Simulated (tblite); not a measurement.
Frequency calculation, with input and output: C$_{3}$H$_{5}$BF$_{2}$Si

System: C$_{3}$H$_{5}$BF$_{2}$Si.
Method: GFN2-xTB harmonic vibrations, gas phase (tblite 0.8.0).

It belongs to a series of runs on one base structure; here: H on C replaced by BF2.

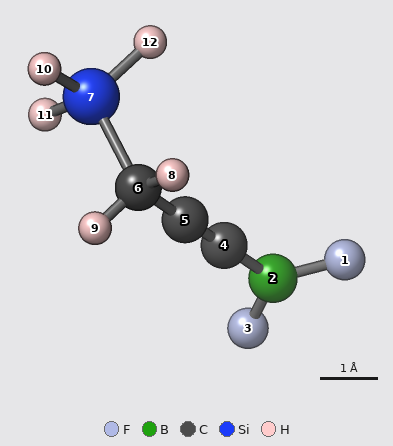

*The input geometry (ball-and-stick view, seen at a tilt; atoms are numbered from 1 in the order of the input).*

Bond lengths as drawn: B–C 1.50 Å, B–F 1.32 Å, C–C 1.21 to 1.43 Å, C–H 1.09 Å, C–Si 1.92 Å and H–Si 1.46 Å.

## Results in brief

```csv
quantity,value
outcome,converged
total energy,−583.3727 eV
zero-point energy,43.4860 kcal/mol
hardware,"1 CPU thread, shared host"
wall time,1.3 s
peak memory,0.18 GiB
```

## Input file
```
{"job": {"kind": "ir", "xc": "GFN2-xTB", "basis": "xTB"}, "charge": 0, "multiplicity": 1}
F      3.426484     0.845720     1.792631
B      2.876285     0.843033     0.589247
F      3.570609     1.502414    -0.324214
C      1.576791     0.154630     0.287617
C      0.539252    -0.416128     0.040166
C     -0.708273    -1.051663    -0.241545
Si    -2.171080     0.156315     0.069359
H     -0.817524    -1.931477     0.395003
H     -0.719371    -1.382497    -1.281565
H     -3.390329    -0.586073    -0.259876
H     -2.017846     1.316806    -0.805215
H     -2.163800     0.548234     1.477084
```

The first line tells a small driver script what to run in tblite; the rest is the geometry in Å.

Launch command:
```bash
OMP_NUM_THREADS=1 python <driver script> task.json out
```

## Output
```
mode    cm-1     km/mol
  1      27.3      0.06
  2      68.3      0.29
  3      84.0      0.00
  4     116.4      0.05
  5     172.2      0.49
  6     289.8      2.38
  7     360.7     18.54
  8     410.3      6.86
  9     445.6      7.64
 10     500.4     29.02
 11     529.4     91.40
 12     533.8     36.08
 13     658.8     40.48
 14     715.5     22.84
 15     752.5      1.88
 16     774.5    186.84
 17     780.4    298.05
 18     781.1    403.32
 19    1056.5    260.90
 20    1097.8      0.67
 21    1165.7    226.81
 22    1236.2    417.78
 23    1345.5    353.93
 24    1423.3      7.65
 25    2261.8    338.37
 26    2292.5    113.46
 27    2294.5    389.85
 28    2305.4    565.90
 29    2964.3     21.62
 30    2974.4     23.84
```

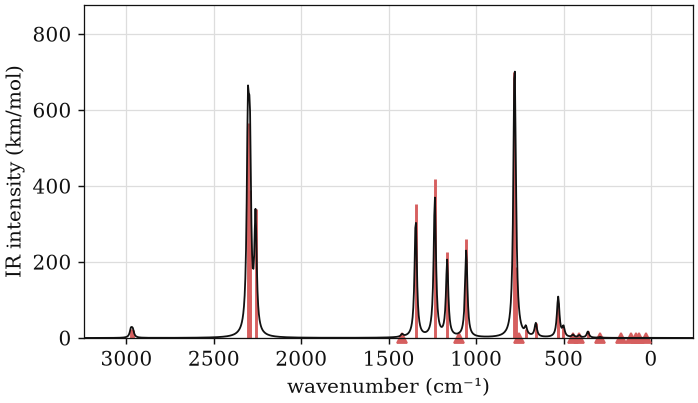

*Harmonic infrared spectrum, unscaled: sticks (degenerate modes added up, dark ones marked on the axis) with a Lorentzian envelope of 16 cm⁻¹ full width, scaled to the tallest stick.*

30 modes from 27 to 2974 cm⁻¹, none imaginary. The strongest line is at 781 cm⁻¹ (701 km/mol).
